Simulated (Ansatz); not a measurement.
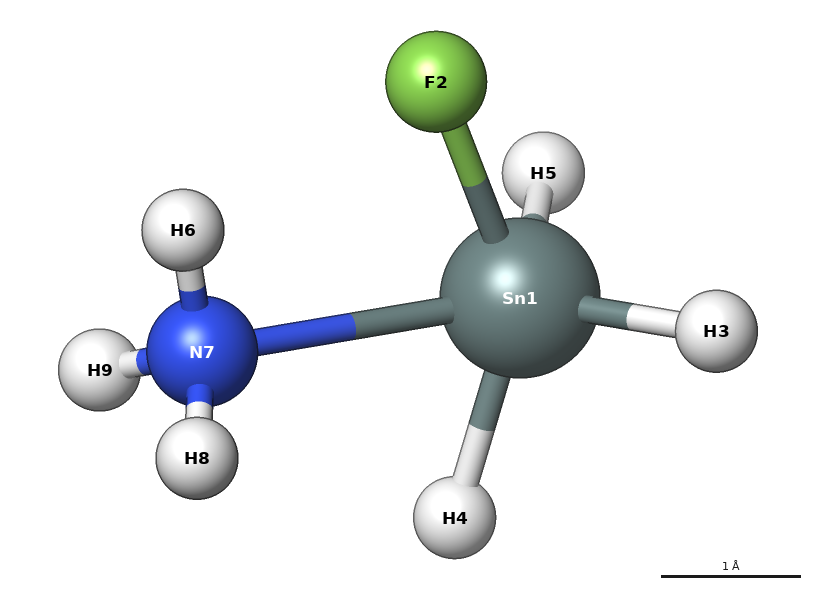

Numbered structure. The computed geometry is a stationary point of PBE0-D4/def2-TZVP, a saddle point of order 1.

List the bonds and their lengths.

```json
{"bond": "Sn1–F2", "length (Å)": "1.983"}
{"bond": "Sn1–H3", "length (Å)": "1.712"}
{"bond": "Sn1–H4", "length (Å)": "1.730"}
{"bond": "Sn1–H5", "length (Å)": "1.712"}
{"bond": "Sn1–N7", "length (Å)": "2.538"}
{"bond": "H6–N7", "length (Å)": "1.013"}
{"bond": "N7–H8", "length (Å)": "1.013"}
{"bond": "N7–H9", "length (Å)": "1.013"}
```
